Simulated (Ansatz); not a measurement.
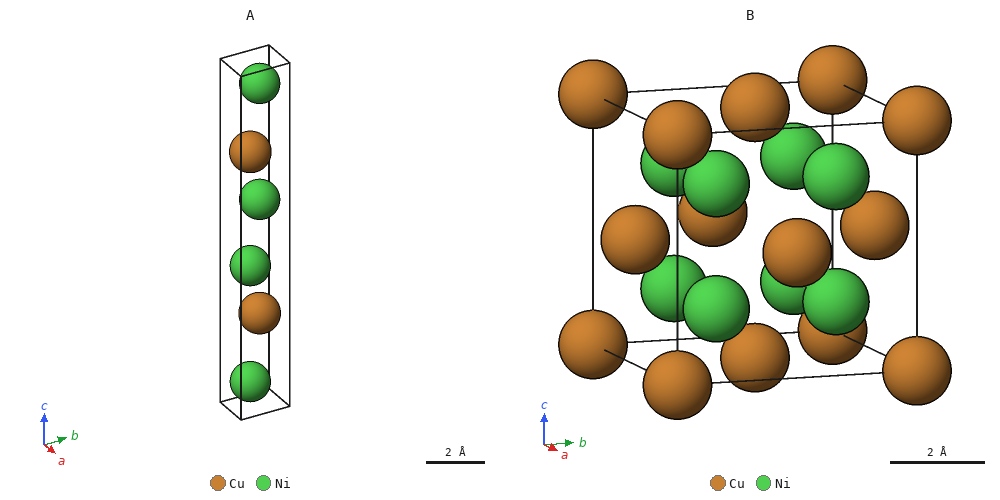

Two structures of CuNi2, each relaxed to rest (conventional cells in solid outline, small ones repeated, not to one scale). Method: DFT PBE, scalar-relativistic, plane waves, PAW (Ansatz), with collinear spins.

### Describe A and B.

A: 6 atoms a cell on a primitive hexagonal lattice, P6_3/mmc. B: fluorite (CaF₂ type), Fm-3m.

### What is the energy order of the two?

A is lower, by 527 meV/atom at this level of theory (energies at zero smearing). Volumes: A 11.2, B 13.3 Å³/atom.

One or both may be structure types tried for this composition rather than known phases.
